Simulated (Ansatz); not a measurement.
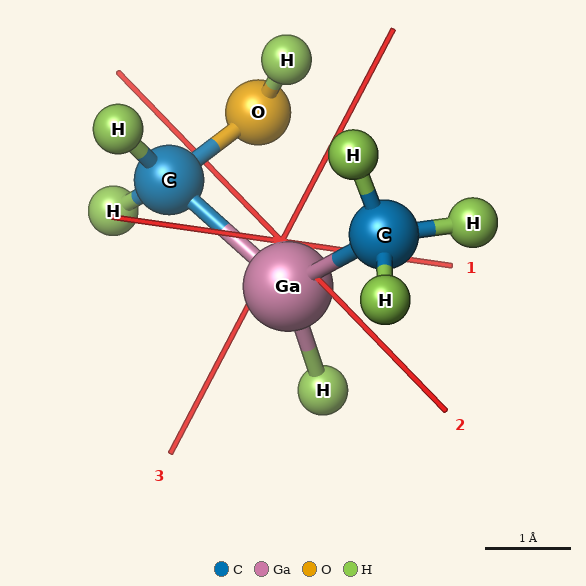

The three principal axes of inertia are drawn and numbered. Depth is shown by fading: the farther an atom, the more it takes the colour of the background. Computed geometry: PBE-D4/def2-SVP optimisation. No frequency run is at hand to confirm it as a minimum. Masses are those of the most abundant isotopes; constants are for the rigid equilibrium geometry.

Which line is the a axis (least moment of inertia), which b and which c?

a is line 2, b is line 3, c is line 1; the moments are 63.4, 154, 186 u Å².

What kind of rotor is it, and what are its rotational constants in GHz?

An asymmetric top (C1): A = 7.98, B = 3.29, C = 2.71 GHz. Ray's parameter κ is −0.78, nearer the prolate limit.
